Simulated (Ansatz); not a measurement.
Input

```
crystal:
  periodic: [false, false, false]
  atoms:
    - { symbol: Si, position_ang: [-0.043818, 0.07346, -0.053143] }
    - { symbol: H, position_ang: [-0.180096, -0.102622, 1.402492] }
    - { symbol: Cl, position_ang: [1.94469, 0.361996, -0.52685] }
    - { symbol: Si, position_ang: [-1.162262, 1.973412, -0.820607] }
    - { symbol: H, position_ang: [-2.638035, 1.750362, -0.76642] }
    - { symbol: H, position_ang: [-0.804541, 3.141725, 0.040418] }
    - { symbol: H, position_ang: [-0.73853, 2.23632, -2.227311] }
    - { symbol: Cl, position_ang: [-0.858483, -1.523728, -1.066649] }
    - { symbol: F, position_ang: [1.162325, -2.064152, 1.293881] }
    - { symbol: H, position_ang: [0.974349, -1.455974, 1.960287] }
basis:
  gaussian: { orbitals: def2-SVP }
hamiltonian:
  xc: pbe0
  dispersion: d4
relax:
  f_tol: 0.03
  max_steps: 50
output:
  orbitals: {}
```

Launched as:

```sh
ansatz run input.yaml --threads 2 --pin off --max-ram 3072MiB --backend cpu --events-out ev --progress --plain --runs-dir out
```

The fields are those of the run's last geometry, not of the input's.

The calculation used RKS PBE0-D4/def2-SVP in Ansatz.

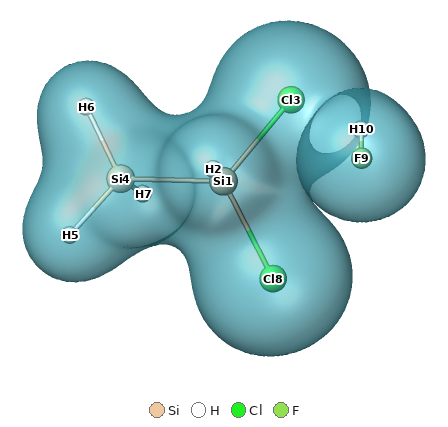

Cl2H4Si2···HF. Isosurface of the total electron density at 0.08 e/Å³ (cyan), seen at an oblique angle.

**How is the density connected at this value?**

At this value the surface is in one piece. It bridges the sampled Cl···H (2.28 Å), Si–Cl (2.06 Å), Si–Si (2.34 Å) and F–H (0.93 Å) contacts, where the density stays above the isovalue. On the grid the lowest density along these lines, outside the cores, is 0.14 e/Å³ (Cl···H, 2.28 Å), 0.63 e/Å³ (Si–Cl, 2.06 Å), 0.63 e/Å³ (Si–Si, 2.34 Å) and 2.3 e/Å³ (F–H, 0.93 Å).
